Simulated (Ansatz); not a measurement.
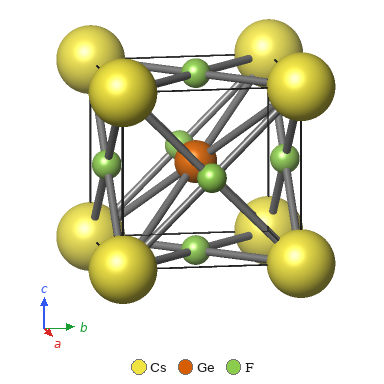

Crystal structure, ball-and-stick style, seen slightly off an axis. The edges of the unit cell are marked.

CsGeF₃, a = 4.497 Å, b = 4.497 Å, c = 4.474 Å, α = 90.00°, β = 90.00°, γ = 90.00°. Strictly the space group is P4/mmm (No. 123, within 0.01 Å). It is a distorted form of a primitive cubic structure, space group Pm-3m (No. 221) within 0.25 Å: cubic perovskite. The starting point was a structure type filled with these elements by a generator (whether the compound takes this form wasn't checked). The cell was then strained or its atoms displaced on purpose. It was run through Ansatz as a DFT input.

This one geometry was computed with Ansatz (DFT, plane waves, PAW) at three levels of theory: PBE, HSE06 and r2SCAN. It was relaxed with r2SCAN and then strained.

Q: Which level gives the highest pressure at this volume, and what does that say about its equilibrium volume?

A: Highest: PBE (2.7 GPa), which points to the largest equilibrium volume. Lowest, with the smallest volume: r2SCAN (0.3 GPa). Levels within 0.5 GPa of each other can't be told apart.

Q: How does the band gap change with the level of theory?

A: PBE: a gap of 1.82 eV, direct; r2SCAN: a gap of 2.07 eV, direct; HSE06: a gap of 2.75 eV, direct.

Q: Collect the results in a table.

A:
| level | cutoff (eV) | k-mesh of the run's cell | gap (eV) | pressure (GPa) |
| --- | --- | --- | --- | --- |
| PBE | 420 | 6×6×6 | 1.82 | 2.7 |
| HSE06 | 420 | 4×4×4 | 2.75 | 1.5 |
| r2SCAN | 500 | 6×6×6 | 2.07 | 0.3 |

Gaps are taken on the k-mesh or band path of each run.
